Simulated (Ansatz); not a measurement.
# C₂H₂FNO: basis-set convergence

Aim: see how fast density functionals converge with the basis set for C₂H₂FNO.

The runs use Ansatz 0.2.0, Gaussian basis; one geometry, several basis sets.

The runs, in order: PBE0-D4/def2-SVP; ωB97M-V/def2-SVP; PBE0-D4/def2-QZVPP; ωB97M-V/def2-QZVPP; the functionals' def2-TZVPP values are taken from earlier runs.

## (1) The relaxed structure

An earlier PBE0-D4 in a triple-zeta def2 set relaxation fixed the geometry.

SMILES `O=C=NCF`, 7 atoms, charge 0, spin multiplicity 1.

Atoms are counted from 1 here; the program's logs count them from 0.

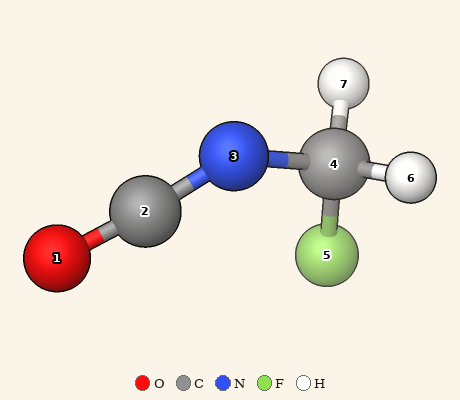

The structure; oxygen red, carbon grey, nitrogen blue, fluorine green, hydrogen white; atoms are numbered from 1 in the order of the file.

## (2) PBE0-D4 in def2-SVP

The input, in.yaml:

```yaml
crystal:
  periodic: [false, false, false]
  atoms:
    - {symbol: O, position_ang: [-0.981272, -2.443531, -0.318015]}
    - {symbol: C, position_ang: [-0.395415, -1.488009, -0.012771]}
    - {symbol: N, position_ang: [0.274020, -0.569191, 0.379674]}
    - {symbol: C, position_ang: [0.327360, 0.812792, 0.083475]}
    - {symbol: F, position_ang: [-0.604067, 1.168086, -0.860608]}
    - {symbol: H, position_ang: [1.316485, 1.064007, -0.307883]}
    - {symbol: H, position_ang: [0.124088, 1.387844, 0.990428]}
basis:
  gaussian: {orbitals: def2-SVP}
hamiltonian: {xc: pbe0, dispersion: d4}
output: {orbitals: {seedname: orbitals}}
```

Run with:

```
> ansatz run in.yaml --threads 2 --pin off --events-out ev --progress --plain --max-ram 4352MiB
```

After this run come: ωB97M-V in def2-SVP; PBE0-D4 in def2-QZVPP; ωB97M-V in def2-QZVPP.

Q: Predict the results of all the runs planned. Wanted: PBE0-D4: double and triple zeta above quadruple; ωB97M-V: double and triple zeta above quadruple.

As calculated:

```
                                       quantity           value
PBE0-D4: double and triple zeta above quadruple  10.23, 0.43 eV
ωB97M-V: double and triple zeta above quadruple  10.48, 0.41 eV
```

What this shows: For PBE0-D4 the step from double to triple zeta gains 9.80 eV and the next only 0.43 eV. These are total energies; as a rule much of such shifts cancels in differences, which this series doesn't test. The LUMO of ωB97M-V is positive and keeps falling with the basis (2.75 to 1.74 eV): an unbound level that the basis holds in place.
